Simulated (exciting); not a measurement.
Two BSE runs for the F K edge of NaAsF6, space group R-3. Run A: exciting, all-electron LAPW+lo, LDA, exchange and screened direct term (singlet BSE), 3×3×3 shifted k points, 36 conduction bands, |G+q| up to 3 bohr⁻¹, full RPA screening with nempty = 67, Lorentzian half width 0.45 eV. Run B differs in one setting: k mesh, kernel cutoff, basis, band set, screening or width.

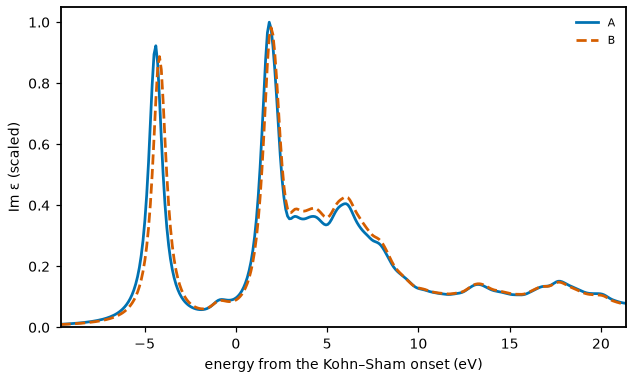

Energy from the Kohn–Sham onset, core level to the lowest empty state found on the meshes used; one zero for both, scaled to A's maximum.

Q: Which is the likeliest?

The cutoff of the kernels (bohr⁻¹) from 3 to 1.5. Against run A the r.m.s. difference is 18 %. Moving the earlier curve by +0.2 eV leaves 9 %. The first bright state moves from -4.40 to -4.19 eV. The kernels miss the short-range part of the Coulomb interaction, its components above their cutoff. Other settings could leave a like mark; this is the change that was made.

[Hosts, paths, dates, database ids (printed as entryN), source tags and the programs' standing remarks are cut or masked in the printed files.]
